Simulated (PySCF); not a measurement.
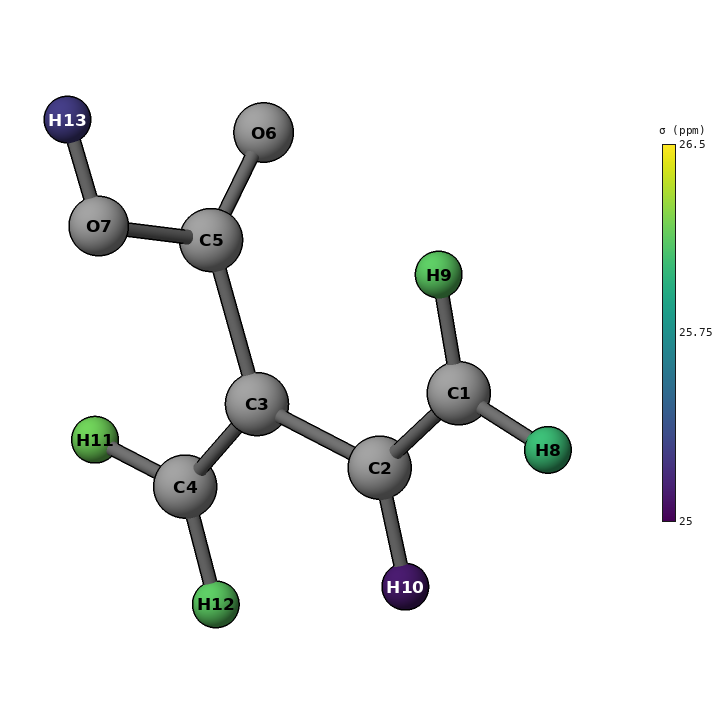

Atoms are coloured by their isotropic NMR shieldings (H only, the others grey). Geometry: an image of a reaction path computed with GFN2-xTB, not a minimum. Properties computed with GIAO PBE0/pcSseg-1 NMR shielding, non-relativistic, gas phase (PySCF 2.14.0).

**Which H atom is the most shielded (lowest chemical shift)?**

H11 (26.17 ppm).

**Which H atom is the least shielded (highest chemical shift)?**

H10 (25.11 ppm).

**How wide is the range of H shifts?**

1.06 ppm.

List the isotropic NMR shieldings of the H atoms.

```json
{"atom": "H8", "σ (ppm)": "26.02"}
{"atom": "H9", "σ (ppm)": "26.12"}
{"atom": "H10", "σ (ppm)": "25.11"}
{"atom": "H11", "σ (ppm)": "26.17"}
{"atom": "H12", "σ (ppm)": "26.12"}
{"atom": "H13", "σ (ppm)": "25.27"}
```
